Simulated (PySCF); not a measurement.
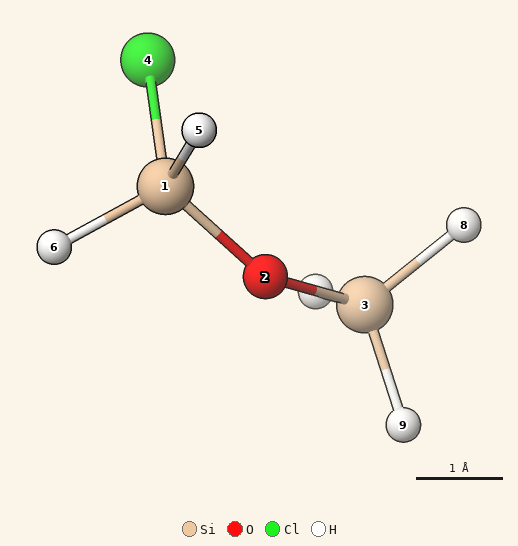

**Figure 1.** The structure as given in the input (ball-and-stick view, seen at a tilt; atoms are numbered from 1 in the order of the input). Bond lengths as drawn: Cl–Si 2.07 Å, H–Si 1.48 to 1.49 Å and O–Si 1.64 to 1.67 Å.

## Si2H5ClO: NMR shielding calculation

System: Si2H5ClO, SMILES [SiH3]O[SiH2]Cl.
Method: GIAO PBE0/pcSseg-2 NMR shielding, non-relativistic, gas phase (PySCF 2.14.0).

The geometry comes from this level: PBE0-D3(BJ)/def2-SVP. Figures and captions count atoms from 1; the log counts them from 0 in places.

**Output**
```
coarse grid: 9064 points
cycle   1  E = -1117.0408867443  dE =  1.471e-01  |g| = 7.691e-01  |ddm| = 2.245e+00
cycle   2  E = -1116.8326616306  dE =  2.082e-01  |g| = 1.293e+00  |ddm| = 1.020e+00
cycle   3  E = -1117.1407094934  dE = -3.080e-01  |g| = 1.105e-01  |ddm| = 7.126e-01
cycle   4  E = -1117.1430212564  dE = -2.312e-03  |g| = 4.669e-02  |ddm| = 1.232e-01
cycle   5  E = -1117.1434791865  dE = -4.579e-04  |g| = 6.754e-03  |ddm| = 4.204e-02
cycle   6  E = -1117.1434864022  dE = -7.216e-06  |g| = 1.937e-03  |ddm| = 6.129e-03
final grid: 73672 points
cycle   7  E = -1117.1523190581  dE = -3.277e-05  |g| = 6.938e-03  |ddm| = 1.555e-02
cycle   8  E = -1117.1523092281  dE =  9.830e-06  |g| = 9.643e-03  |ddm| = 8.239e-03
cycle   9  E = -1117.1523255387  dE = -1.631e-05  |g| = 1.290e-03  |ddm| = 5.366e-03
cycle  10  E = -1117.1523257937  dE = -2.550e-07  |g| = 2.718e-04  |ddm| = 7.203e-04
cycle  11  E = -1117.1523258115  dE = -1.779e-08  |g| = 3.710e-05  |ddm| = 2.698e-04
cycle  12  E = -1117.1523258118  dE = -2.660e-10  |g| = 8.627e-06  |ddm| = 3.371e-05
```

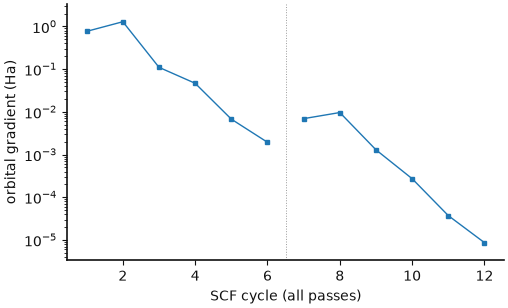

**Figure 2.** Convergence of the self-consistent field: orbital gradient against the SCF cycle. The dotted line marks the change from a coarse to the final integration grid. The first 6 cycles use a coarse grid, the final grid takes over at cycle 7, and the field converges after 12 cycles in all.

```
converged SCF energy = -1117.1523258118

GIAO shielding tensors (ppm)
atom      isotropic    diamagn.    paramagn.     s11        s22        s33       span
  0 Si     362.542     875.579    -513.036    345.768    349.488    392.372     46.604
  1 O      282.781     397.162    -114.381    240.018    262.975    345.350    105.332
  2 Si     381.335     876.900    -495.566    341.577    349.167    453.260    111.683
  3 Cl     895.942    1148.778    -252.836    729.890    943.291   1014.646    284.756
  4 H       25.716      27.753      -2.037     22.037     24.046     31.066      9.030
  5 H       25.727      27.706      -1.979     22.056     24.045     31.079      9.024
  6 H       26.079      28.835      -2.756     22.799     25.112     30.325      7.526
  7 H       26.152      28.613      -2.462     23.139     24.469     30.848      7.709
  8 H       26.225      28.210      -1.986     23.234     24.396     31.044      7.811
```

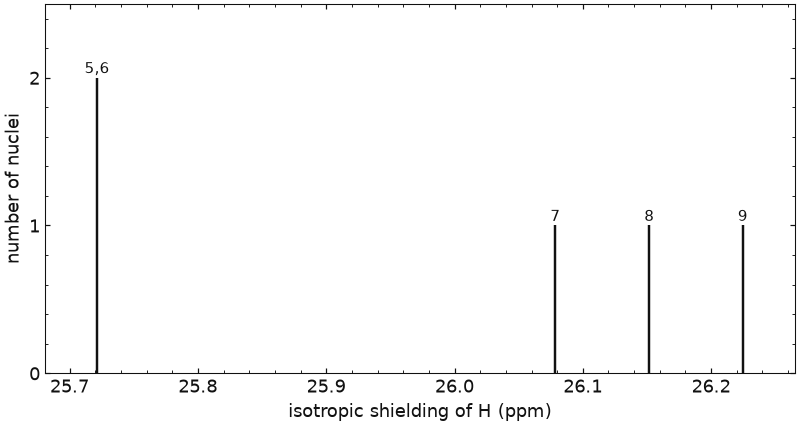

**Figure 3.** Isotropic shieldings of the hydrogen nuclei in this fixed geometry, labelled by atom number; shielding grows to the right, so chemical shift grows to the left. The least shielded is H5 (25.7 ppm), the most shielded H9 (26.2 ppm).

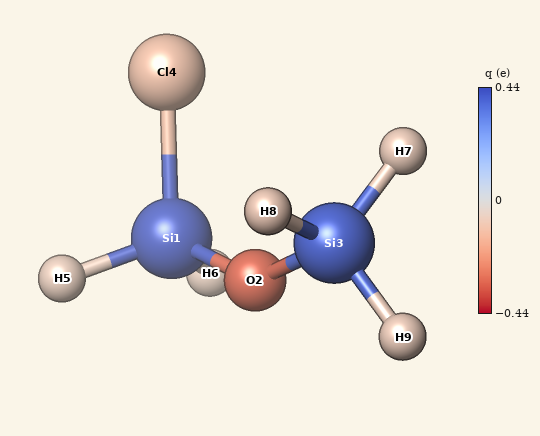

**Figure 4.** Hirshfeld charges, as the colour of each atom (ball-and-stick view, seen at a tilt; atoms are numbered from 1 in the order of the input). By element: Si +0.39 to +0.42, O −0.32, Cl −0.13 and H −0.08 to −0.07 e.

The run was set up as follows.

**The input**
```
{"job": {"kind": "nmr", "xc": "PBE0", "basis": "pcSseg-2"}, "charge": 0, "multiplicity": 1}
Si    -1.490790    -0.325882    -0.395626
O      0.145349    -0.459095    -0.380198
Si     1.559163     0.145609     0.261854
Cl    -2.050358     1.296902     0.760206
H     -2.104332    -1.541500     0.196039
H     -1.962730    -0.087360    -1.782380
H      1.569368     1.634562     0.174872
H      1.690823    -0.270694     1.688422
H      2.686654    -0.415353    -0.531935
```

The first line tells a small driver script what to run in PySCF; the rest is the geometry in Å.

Run as:
```bash
OMP_NUM_THREADS=1 python <driver script> task.json out
```

**Key numbers**

| quantity | value |
| --- | --- |
| outcome | converged |
| total energy | −1117.152326 hartree |
| HOMO | −8.79 eV |
| LUMO | −0.28 eV |
| dipole moment | 1.00 D |
| isotropic shielding, Si | 362.5 to 381.3 ppm |
| isotropic shielding, O | 282.8 ppm |
| isotropic shielding, Cl | 895.9 ppm |
| isotropic shielding, H | 25.7 to 26.2 ppm |
| hardware | 1 CPU thread, shared host |
| wall time | 21 s |
| peak memory | 0.85 GiB |
